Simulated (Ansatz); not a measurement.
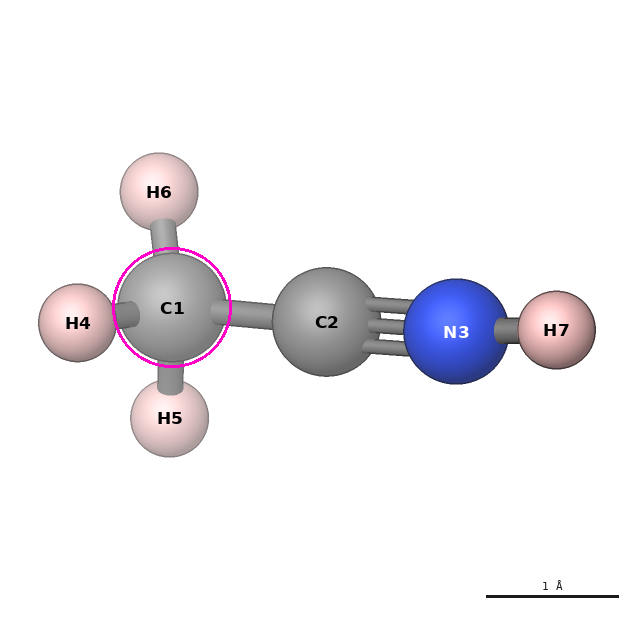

The picture comes from a calculation with Ansatz.

Orthographic view. Distant atoms are faded towards the background colour. State: charge +1, singlet. Geometry: atoms displaced at random (about 0.07 Å) from a stationary point of GFN2-xTB.

Question: Which atoms are bonded to the circled atom?

Answer: The circled atom is C1; it is bonded to C2, H4, H5, H6.

Question: Of C1 and H4, which is nearer the viewer?

Answer: H4; the bond to C1 points away from the viewer, so it looks shorter than its 0.95 Å.

Question: What is the shortest path along bonds from the circled atom to H7?

Answer: C1–C2–N3–H7, 3 bonds; through space the two are 3.45 Å apart.

Question: Which atom is nearest the viewer?

Answer: H7, 1.3 Å in front of the mean position.
